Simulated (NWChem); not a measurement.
# UHF/3-21G run of SF (SMILES F[S])

Aim: energy and forces of SF. 

The results are computed with NWChem 7.3.0.

6 further runs of the same task are left out: 6 set aside as unsound or not needed. Runs told in other sessions of the task aren't counted.

## 1. Starting point

SF: 2 atoms, total charge 0, spin state doublet. SMILES: `F[S]`. The shape is that of a PBE0-D4/def2-TZVP optimisation.

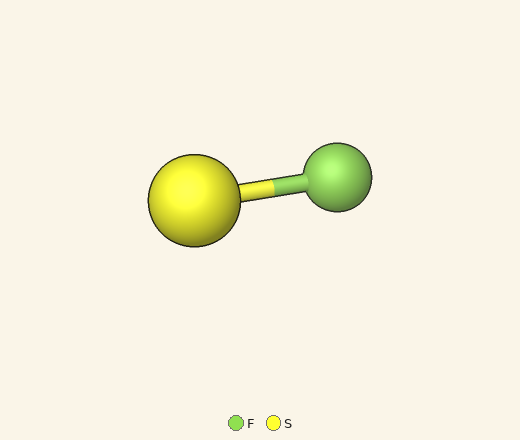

Viewed from a chosen angle; fluorine green, sulfur yellow.

## 2. Energy and gradient at UHF/3-21G

a.nw

```
start a
title "FS gradient"
memory 2200 mb
geometry units atomic noautosym nocenter noautoz
  F    0.00000000   0.00000000   0.03046239
  S    0.00000000   0.00000000   3.04323385
end
basis spherical bse
  * library 3-21G
end
scf
  nopen 1
  uhf
  thresh 1e-08
  maxiter 80
end
task scf gradient
```

Launch:

```sh
nwchem a.nw > a.out
```

Log:

```text
[...]
  functions       =    22
[...]
  wavefunction    = UHF
[...]
         Total SCF energy =   -494.405282491495
      One electron energy =   -780.978473662451
      Two electron energy =    238.776668297627
 Nuclear repulsion energy =     47.796522873328
                       Sz =      0.5000
                 Sz(Sz+1) =      0.7500
                      S^2 =      0.7527
[...]
                         UHF ENERGY GRADIENTS
    atom               coordinates                        gradient
                 x          y          z           x          y          z
   1 F       0.000000   0.000000   0.030462   -0.000000  -0.000000   0.055405
   2 S       0.000000   0.000000   3.043234    0.000000   0.000000  -0.055405
[...]
```

Wall time 0.87 s (1 thread of Intel Xeon 6975P-C (Granite Rapids), shared host); peak memory 0.097 GiB.

## 3. What came out

At UHF/3-21G:

```
                          quantity          value
                      total energy  -494.40528 Eh
                     dipole moment         1.48 D
HOMO energy (highest over α and β)      -10.33 eV
 LUMO energy (lowest over α and β)       -0.01 eV
                              ⟨S²⟩          0.753
          largest force on an atom     2.849 eV/Å
```

The largest force is 2.85 eV/Å: the shape isn't a stationary point for this species at this level.
